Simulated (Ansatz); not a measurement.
# BH$_{3}$ClOF: geometry relaxation (part 2 of 2)

The same run, continued: BH$_{3}$ClOF; RKS BHLYP/def2-SVP (Ansatz 0.2.0). It belongs to a series of runs on one base structure; here: end point B relaxed.

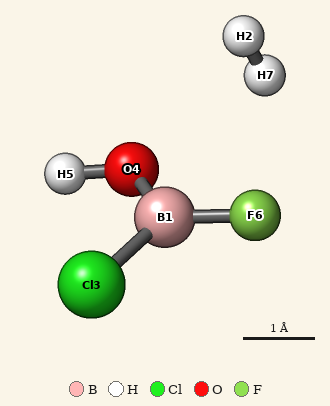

Figure 1. The geometry at step 21 of the log (ball-and-stick view, seen at a tilt; atoms are numbered from 1 in the order of the input).

## Trajectory as extended XYZ, continued
```
7
Properties=species:S:1:pos:R:3:forces:R:3 step=10 energy=-18004.83354
B    -0.0621    0.5007   -0.5916    0.0317  -0.0055   0.0059
H     0.2339   -0.0840    2.5996   -0.0035   0.2201  -0.0687
Cl    1.3504   -0.4329   -1.0917    0.0106  -0.0070  -0.0041
O    -1.3007    0.0301   -0.7011   -0.0319  -0.0330  -0.0040
H    -1.3646   -0.8532   -1.0569    0.0004   0.0341   0.0017
F     0.1254    1.6993   -0.1006   -0.0123   0.0088   0.0027
H     0.2172    0.6366    2.3612    0.0050  -0.2174   0.0666
7
Properties=species:S:1:pos:R:3:forces:R:3 step=11 energy=-18004.83452
B    -0.0634    0.4947   -0.5836    0.0166  -0.0228  -0.0353
H     0.2425   -0.0686    2.6104   -0.0014   0.0643  -0.0203
Cl    1.3495   -0.4337   -1.0933    0.0023  -0.0046   0.0055
O    -1.3027    0.0284   -0.7050   -0.0145  -0.0116   0.0110
H    -1.3670   -0.8486   -1.0749   -0.0020   0.0087  -0.0046
F     0.1235    1.6872   -0.0791   -0.0039   0.0287   0.0210
H     0.2170    0.6372    2.3446    0.0031  -0.0627   0.0226
7
Properties=species:S:1:pos:R:3:forces:R:3 step=12 energy=-18004.83459
B    -0.0656    0.4941   -0.5825    0.0083  -0.0134  -0.0163
H     0.2447   -0.0685    2.6102    0.0000   0.0513  -0.0156
Cl    1.3498   -0.4350   -1.0818    0.0089  -0.0092  -0.0041
O    -1.3045    0.0273   -0.7071   -0.0153   0.0105   0.0001
H    -1.3688   -0.8461   -1.0844   -0.0008  -0.0133  -0.0017
F     0.1184    1.6878   -0.0793   -0.0024   0.0236   0.0196
H     0.2254    0.6370    2.3438    0.0013  -0.0495   0.0181
7
Properties=species:S:1:pos:R:3:forces:R:3 step=13 energy=-18004.83466
B    -0.0681    0.4879   -0.5896    0.0109  -0.0386   0.0697
H     0.2576   -0.0477    2.6432    0.0010  -0.0094   0.0104
Cl    1.3465   -0.4369   -1.1020   -0.0105   0.0171  -0.0147
O    -1.3079    0.0245   -0.7221    0.0063   0.0077  -0.0239
H    -1.3726   -0.8435   -1.1128    0.0006   0.0146  -0.0001
F     0.1183    1.6664   -0.0505   -0.0088   0.0003  -0.0352
H     0.2256    0.6459    2.3528    0.0004   0.0084  -0.0062
7
Properties=species:S:1:pos:R:3:forces:R:3 step=14 energy=-18004.83511
B    -0.0728    0.4791   -0.5903   -0.0092   0.0308   0.0147
H     0.2712   -0.0322    2.6826    0.0006  -0.0031   0.0069
Cl    1.3435   -0.4388   -1.1099   -0.0113   0.0115   0.0060
O    -1.3133    0.0224   -0.7430    0.0259  -0.0097  -0.0065
H    -1.3779   -0.8389   -1.1491    0.0061   0.0310   0.0134
F     0.1110    1.6540   -0.0398   -0.0123  -0.0630  -0.0297
H     0.2377    0.6510    2.3683    0.0003   0.0024  -0.0048
7
Properties=species:S:1:pos:R:3:forces:R:3 step=15 energy=-18004.83530
B    -0.0763    0.4748   -0.5940   -0.0209   0.0181  -0.0041
H     0.2809   -0.0194    2.7180   -0.0017   0.0323  -0.0135
Cl    1.3413   -0.4395   -1.1157   -0.0077   0.0076   0.0068
O    -1.3167    0.0215   -0.7571    0.0285  -0.0074  -0.0029
H    -1.3809   -0.8354   -1.1724    0.0066   0.0266   0.0135
F     0.1059    1.6445   -0.0328   -0.0071  -0.0457  -0.0145
H     0.2452    0.6499    2.3729    0.0022  -0.0315   0.0147
7
Properties=species:S:1:pos:R:3:forces:R:3 step=16 energy=-18004.83540
B    -0.0794    0.4697   -0.5968   -0.0267  -0.0005  -0.0053
H     0.2896   -0.0040    2.7496   -0.0043   0.0719  -0.0387
Cl    1.3389   -0.4399   -1.1239   -0.0061   0.0073   0.0041
O    -1.3199    0.0199   -0.7698    0.0291  -0.0034  -0.0041
H    -1.3838   -0.8313   -1.1964    0.0067   0.0231   0.0126
F     0.1019    1.6313   -0.0196   -0.0035  -0.0274  -0.0093
H     0.2521    0.6510    2.3758    0.0048  -0.0711   0.0407
7
Properties=species:S:1:pos:R:3:forces:R:3 step=17 energy=-18004.83552
B    -0.0804    0.4678   -0.5988   -0.0199  -0.0008  -0.0010
H     0.2911    0.0019    2.7617   -0.0030   0.0515  -0.0280
Cl    1.3380   -0.4396   -1.1295   -0.0044   0.0061   0.0024
O    -1.3207    0.0192   -0.7742    0.0220   0.0008  -0.0019
H    -1.3846   -0.8302   -1.2042    0.0048   0.0147   0.0075
F     0.1011    1.6262   -0.0153   -0.0028  -0.0217  -0.0088
H     0.2549    0.6513    2.3793    0.0034  -0.0506   0.0299
7
Properties=species:S:1:pos:R:3:forces:R:3 step=18 energy=-18004.83577
B    -0.0849    0.4575   -0.6070    0.0024   0.0133   0.0096
H     0.3000    0.0270    2.8126   -0.0010   0.0236  -0.0114
Cl    1.3334   -0.4388   -1.1557    0.0001   0.0022   0.0002
O    -1.3249    0.0153   -0.7952   -0.0006  -0.0005   0.0011
H    -1.3889   -0.8243   -1.2436    0.0009   0.0037  -0.0006
F     0.0973    1.6012    0.0049   -0.0029  -0.0186  -0.0114
H     0.2675    0.6587    2.4028    0.0011  -0.0237   0.0125
7
Properties=species:S:1:pos:R:3:forces:R:3 step=19 energy=-18004.83568 accepted=F
B    -0.0914    0.4410   -0.6194    0.0240   0.0563   0.0034
H     0.3161    0.0731    2.9074   -0.0066   0.1269  -0.1004
Cl    1.3263   -0.4361   -1.2004   -0.0032   0.0032   0.0100
O    -1.3316    0.0096   -0.8282   -0.0129  -0.0247   0.0026
H    -1.3960   -0.8140   -1.3059    0.0017   0.0225   0.0075
F     0.0920    1.5620    0.0345   -0.0094  -0.0579  -0.0242
H     0.2840    0.6609    2.4308    0.0064  -0.1261   0.1010
7
Properties=species:S:1:pos:R:3:forces:R:3 step=20 energy=-18004.83590
B    -0.0875    0.4513   -0.6147    0.0077  -0.0168   0.0295
H     0.3073    0.0504    2.8587   -0.0018   0.0337  -0.0221
Cl    1.3304   -0.4372   -1.1773   -0.0013   0.0061  -0.0080
O    -1.3277    0.0120   -0.8080   -0.0061  -0.0028  -0.0144
H    -1.3922   -0.8192   -1.2718    0.0005   0.0084   0.0028
F     0.0957    1.5821    0.0196   -0.0008   0.0046  -0.0111
H     0.2733    0.6572    2.4124    0.0019  -0.0332   0.0233
7
Properties=species:S:1:pos:R:3:forces:R:3 step=21 energy=-18004.83491 accepted=F
B    -0.0915    0.4350   -0.6199    0.0161   0.0360  -0.0569
H     0.3189    0.0954    2.9436   -0.0127   0.2048  -0.1915
Cl    1.3248   -0.4325   -1.2200   -0.0129   0.0036   0.0226
O    -1.3325    0.0069   -0.8325   -0.0053  -0.0485  -0.0009
H    -1.3983   -0.8091   -1.3236    0.0044   0.0416   0.0239
F     0.0933    1.5484    0.0448   -0.0024  -0.0349   0.0088
H     0.2846    0.6524    2.4266    0.0128  -0.2026   0.1941
7
Properties=species:S:1:pos:R:3:forces:R:3 step=22 energy=-18004.83606
B    -0.0900    0.4414   -0.6195    0.0146   0.0172   0.0065
H     0.3137    0.0723    2.9010   -0.0019   0.0416  -0.0294
Cl    1.3268   -0.4353   -1.2034   -0.0057   0.0058   0.0041
O    -1.3306    0.0083   -0.8233   -0.0056  -0.0105  -0.0026
H    -1.3960   -0.8136   -1.3033    0.0008   0.0115   0.0044
F     0.0944    1.5609    0.0353   -0.0040  -0.0239  -0.0132
H     0.2811    0.6626    2.4323    0.0019  -0.0416   0.0303
7
Properties=species:S:1:pos:R:3:forces:R:3 step=23 energy=-18004.83613
B    -0.0916    0.4359   -0.6243    0.0179   0.0271   0.0114
H     0.3187    0.0902    2.9340   -0.0028   0.0536  -0.0436
Cl    1.3246   -0.4337   -1.2208   -0.0094   0.0096   0.0068
O    -1.3325    0.0059   -0.8329   -0.0038  -0.0151  -0.0055
H    -1.3986   -0.8097   -1.3239    0.0021   0.0192   0.0094
F     0.0937    1.5469    0.0454   -0.0067  -0.0414  -0.0230
H     0.2852    0.6612    2.4413    0.0027  -0.0531   0.0444
7
Properties=species:S:1:pos:R:3:forces:R:3 step=24 energy=-18004.83621
B    -0.0917    0.4337   -0.6248    0.0140   0.0299  -0.0014
H     0.3204    0.0979    2.9451   -0.0020   0.0342  -0.0290
Cl    1.3240   -0.4325   -1.2268   -0.0077   0.0059   0.0083
O    -1.3329    0.0051   -0.8351   -0.0020  -0.0134  -0.0002
H    -1.3994   -0.8080   -1.3298    0.0015   0.0146   0.0072
F     0.0940    1.5421    0.0488   -0.0058  -0.0378  -0.0152
H     0.2852    0.6583    2.4416    0.0020  -0.0333   0.0303
7
Properties=species:S:1:pos:R:3:forces:R:3 step=25 energy=-18004.83636
B    -0.0925    0.4276   -0.6304    0.0056   0.0018   0.0184
H     0.3252    0.1202    2.9784   -0.0018   0.0250  -0.0236
Cl    1.3218   -0.4294   -1.2481   -0.0055   0.0064  -0.0019
O    -1.3343    0.0016   -0.8422    0.0021  -0.0046  -0.0106
H    -1.4026   -0.8024   -1.3514    0.0008   0.0099   0.0061
F     0.0951    1.5229    0.0632   -0.0031  -0.0144  -0.0145
H     0.2866    0.6561    2.4494    0.0020  -0.0241   0.0261
7
Properties=species:S:1:pos:R:3:forces:R:3 step=26 energy=-18004.83643
B    -0.0940    0.4123   -0.6410   -0.0010   0.0181   0.0106
H     0.3345    0.1602    3.0463   -0.0061   0.0728  -0.0815
Cl    1.3167   -0.4229   -1.2960   -0.0112   0.0078   0.0048
O    -1.3375   -0.0055   -0.8605    0.0095  -0.0331  -0.0260
H    -1.4093   -0.7917   -1.3973    0.0038   0.0359   0.0263
F     0.0972    1.4847    0.0872   -0.0012  -0.0296  -0.0181
H     0.2918    0.6595    2.4801    0.0063  -0.0721   0.0840
7
Properties=species:S:1:pos:R:3:forces:R:3 step=27 energy=-18004.83656
B    -0.0940    0.4143   -0.6410    0.0028   0.0177   0.0098
H     0.3336    0.1557    3.0408   -0.0029   0.0353  -0.0384
Cl    1.3170   -0.4237   -1.2919   -0.0080   0.0060   0.0037
O    -1.3372   -0.0046   -0.8595    0.0054  -0.0176  -0.0134
H    -1.4085   -0.7933   -1.3920    0.0017   0.0194   0.0137
F     0.0971    1.4897    0.0825   -0.0020  -0.0266  -0.0153
H     0.2913    0.6586    2.4799    0.0030  -0.0342   0.0400
7
Properties=species:S:1:pos:R:3:forces:R:3 step=28 energy=-18004.83668
B    -0.0945    0.4099   -0.6457    0.0074   0.0098   0.0155
H     0.3362    0.1677    3.0610   -0.0005   0.0066  -0.0059
Cl    1.3149   -0.4216   -1.3081   -0.0063   0.0071   0.0018
O    -1.3380   -0.0070   -0.8656    0.0011  -0.0029  -0.0053
H    -1.4103   -0.7901   -1.4055    0.0000   0.0057   0.0031
F     0.0983    1.4768    0.0897   -0.0022  -0.0206  -0.0162
H     0.2927    0.6608    2.4931    0.0005  -0.0058   0.0070
7
Properties=species:S:1:pos:R:3:forces:R:3 step=29 energy=-18004.83683
B    -0.0954    0.3970   -0.6546    0.0157   0.0232  -0.0009
H     0.3425    0.1981    3.1118    0.0004  -0.0022   0.0057
Cl    1.3100   -0.4153   -1.3493   -0.0104   0.0089   0.0116
O    -1.3401   -0.0128   -0.8806   -0.0032  -0.0083   0.0029
H    -1.4154   -0.7814   -1.4408    0.0004   0.0076   0.0031
F     0.1015    1.4441    0.1081   -0.0024  -0.0319  -0.0169
H     0.2963    0.6668    2.5243   -0.0005   0.0026  -0.0054
7
Properties=species:S:1:pos:R:3:forces:R:3 step=30 energy=-18004.83503 accepted=F
B    -0.0980    0.3676   -0.6817    0.0793   0.0759   0.1080
H     0.3589    0.2828    3.2463   -0.0187   0.1359  -0.2228
Cl    1.2977   -0.3986   -1.4529   -0.0705   0.0706   0.0536
O    -1.3453   -0.0289   -0.9166   -0.0070  -0.1022  -0.0984
H    -1.4286   -0.7581   -1.5306    0.0203   0.1330   0.1069
F     0.1101    1.3576    0.1576   -0.0219  -0.1779  -0.1691
H     0.3046    0.6742    2.5967    0.0186  -0.1354   0.2219
7
Properties=species:S:1:pos:R:3:forces:R:3 step=31 energy=-18004.83376 accepted=F
B    -0.0961    0.4022   -0.6684   -0.0601  -0.2760   0.1119
H     0.3434    0.2012    3.1184    0.0005   0.0060   0.0003
Cl    1.3095   -0.4146   -1.3514    0.0295   0.0135  -0.0811
O    -1.3407   -0.0177   -0.8790    0.0001   0.0525  -0.0862
H    -1.4173   -0.7769   -1.4510   -0.0051  -0.0154  -0.0049
F     0.1004    1.4271    0.1156    0.0358   0.2268   0.0589
H     0.3002    0.6753    2.5346   -0.0006  -0.0074   0.0010
7
Properties=species:S:1:pos:R:3:forces:R:3 step=32 energy=-18004.83689
B    -0.0954    0.3959   -0.6559    0.0028  -0.0064  -0.0043
H     0.3432    0.2038    3.1187    0.0000   0.0018   0.0003
Cl    1.3095   -0.4139   -1.3537   -0.0023   0.0038   0.0022
O    -1.3402   -0.0138   -0.8814   -0.0026  -0.0035  -0.0017
H    -1.4161   -0.7796   -1.4451   -0.0003   0.0034   0.0012
F     0.1020    1.4388    0.1110    0.0025   0.0022   0.0019
H     0.2965    0.6655    2.5254    0.0000  -0.0013   0.0005
```

This output came from the following input.

## The input
```yaml
crystal:
  periodic: [false, false, false]
  atoms:
    - { symbol: B, position_ang: [-0.0308, 0.490689, -0.363686] }
    - { symbol: H, position_ang: [0.116657, -0.069038, 1.964337] }
    - { symbol: Cl, position_ang: [1.382376, -0.436015, -0.877487] }
    - { symbol: O, position_ang: [-1.269341, 0.01912, -0.477709] }
    - { symbol: H, position_ang: [-1.333628, -0.860227, -0.841672] }
    - { symbol: F, position_ang: [0.150083, 1.712183, 0.087609] }
    - { symbol: H, position_ang: [0.184054, 0.639888, 1.927508] }
basis:
  gaussian: { orbitals: def2-SVP }
hamiltonian:
  xc: { name: BHLYP }
relax:
  f_tol: 0.03
  max_steps: 50
```

Command:
```bash
ansatz run input.yaml --threads 1 --pin off --max-ram 2048MiB --backend cpu --events-out ev --progress --plain --runs-dir out
```

## Summary

```csv
quantity,value
outcome,converged
total energy,−18004.8370 eV
mean-field energy,−18004.8370 eV
largest force (length of the vector) at the end,0.008 eV/Å
hardware,"1 thread of Arm Neoverse V1, 24 GiB of memory available, shared host"
wall time,88 s
peak memory,0.16 GiB
```
